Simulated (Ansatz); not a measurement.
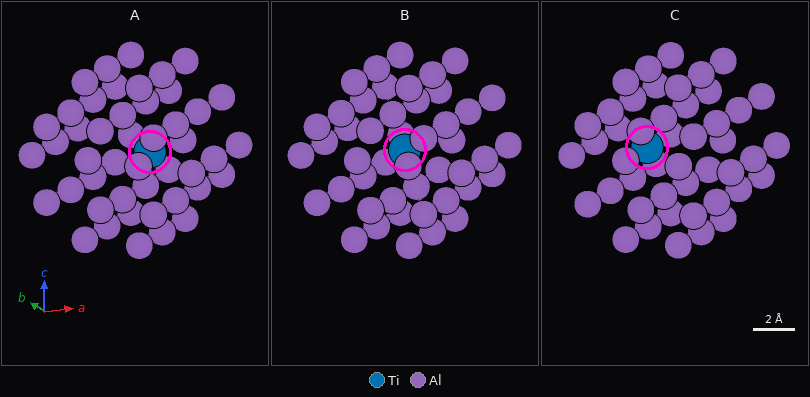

3 geometries from a converged minimum-energy path of Al with an Al vacancy (31 atoms in the cell), shuffled. A spheres-only model of the atoms within 5.7 Å of the middle of the path, seen slightly off an axis. The moving atom is ringed, with any periodic copies.

Theory: DFT PBE, scalar-relativistic, plane waves, PAW in Ansatz. Run with plane-wave cutoff 420 eV; k-point mesh 3 × 3 × 3; Gaussian smearing 0.15 eV; 7 movable images; climbing image; force threshold 0.05 eV/Å; iteration limit 26; optimiser L-BFGS; starting path by image-dependent pair potential.

Q: Which frame is the top of the path?

A: B. In order along the path, whose images run from 0 to 8: C (image 0, 0.00 eV), B (image 4, +1.09 eV), A (image 6, +0.53 eV). It is a vacancy jump: a nearby atom moves into the empty site and leaves its own site empty. The Ti atom travels furthest, 2.98 Å from end to end, along [1 −1 0], on a straight line. At the highest image its nearest neighbour (Al) is 2.67 Å away, against 2.84 Å at the start, and the surrounding atoms stand up to 0.24 Å off the mean of their end positions.

Limits of the set-up: the periodic images lie only 8.1 Å apart, so the values are limited by the cell's size.

The run took 26 min on 4 threads of Arm Neoverse V1, with other jobs on the host, peak memory 4.6 GiB.

PAW datasets: the set soft_1.
